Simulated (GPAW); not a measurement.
Consider LiRh (P-6m2).

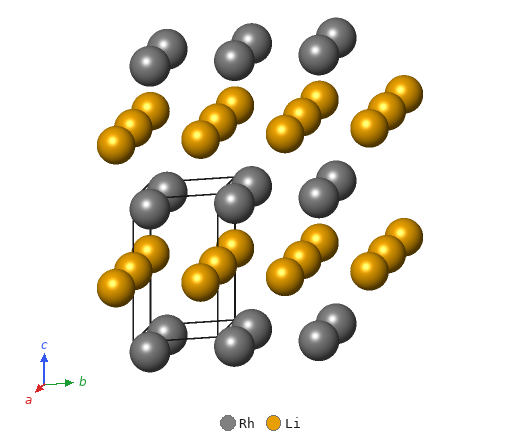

The structure (rhodium grey, lithium orange). 2×3×2 cells are drawn. Some periodic images of atoms are drawn too.

```xyz
2
Lattice="2.6523 0.0000 0.0000 -1.3262 2.2970 0.0000 0.0000 0.0000 4.3266" Properties=species:S:1:pos:R:3 pbc="T T T"
Rh    1.3262    0.7657    0.0000
Li    0.0000    0.0000    2.1633
```

Absorber: atom 2, with 6 Rh at 2.65 Å and 6 Li at 2.65 Å (anticuboctahedral, as in hcp, site symmetry -6m2). Method: GPAW, LDA, excited-electron core hole (neutral cell), 16-atom cell with 6.3 Å between holes, 5×5×5 k points, dipole transitions, Gaussian full width 0.9 eV up to 4 eV, rising linearly to 3.5 eV at 25 eV.

Predict the near-edge structure at the Li K edge.

Main maxima up to 24 eV above the zero (height): 1.8 eV (1.48), 4.9 eV (0.84), 7.2 eV (1.42), 11.8 eV (1.79) and 20.8 eV (0.61). A K edge sees empty p states on the absorber. The total-energy difference is 55.89 eV. One term is added: -3.34 eV, since the hole is spin-paired here and a spin-polarised one costs that much less in the free atom (computed apart). The photon energy is then 52.55 eV. The tabulated edge of the element is 54.7 eV. The functional leaves an error in such absolute values: in the free atom LDA prices this hole 1.0 eV below PBE (computed apart), and PBE is itself good to a few eV.

The Li K spectrum (energy from the lowest empty level; intensity scaled to a mean of 1 over the first 20 eV; polarised curves are means over the symmetry-equivalent atoms):

| E (eV) | isotropic | ε ⊥ c | ε ∥ c |
| --- | --- | --- | --- |
| -2.0 | 0.00 | 0.00 | 0.00 |
| -0.5 | 0.02 | 0.02 | 0.01 |
| 1.0 | 1.00 | 1.30 | 0.42 |
| 2.5 | 1.17 | 1.31 | 0.90 |
| 4.0 | 0.59 | 0.53 | 0.71 |
| 5.5 | 0.71 | 0.83 | 0.48 |
| 7.0 | 1.38 | 1.36 | 1.43 |
| 8.5 | 1.25 | 1.12 | 1.49 |
| 10.0 | 1.31 | 1.12 | 1.69 |
| 11.5 | 1.76 | 1.70 | 1.90 |
| 13.0 | 1.37 | 1.38 | 1.35 |
| 14.5 | 0.77 | 0.80 | 0.72 |
| 16.0 | 0.71 | 0.79 | 0.54 |
| 17.5 | 0.58 | 0.63 | 0.48 |
| 19.0 | 0.53 | 0.58 | 0.43 |
| 20.5 | 0.60 | 0.68 | 0.45 |
| 22.0 | 0.58 | 0.63 | 0.49 |
| 23.5 | 0.54 | 0.55 | 0.53 |
| 25.0 | 0.52 | 0.49 | 0.56 |
| 26.5 | 0.53 | 0.46 | 0.68 |
| 28.0 | 0.55 | 0.43 | 0.78 |
| 29.5 | 0.55 | 0.45 | 0.76 |
| 31.0 | 0.54 | 0.49 | 0.64 |

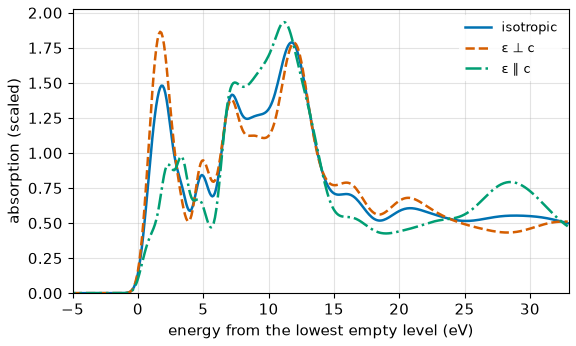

The Li K edge.

The holes are only 6.3 Å apart, so the shape is probably not converged with cell size; no larger cell was run here. The mesh is coarse (0.24 Å⁻¹ between points), so small maxima may be mesh ripples. The structure is a computed Materials Project entry and may be a hypothetical form.

[Banner, clock and machine lines of the logs are left out without a mark of their own.]

[Logs are printed without paths, hosts, clocks, repeated set-up lines and the standing remarks that a program may print on its own settings, such as how far it seeks lower states.]

[Hosts, paths, dates, database ids (printed as entryN), source tags and the programs' standing remarks are cut or masked in the printed files.]

[Lists of maxima count a maximum above −3 eV only where it reaches 4 % of the highest in the window and stands out from its surroundings by 2 % of it (1.5 % where it reaches 55 %); shoulders and weaker maxima are passed over, and of the rest the first, up to two pre-edge ones and the few strongest are named.]
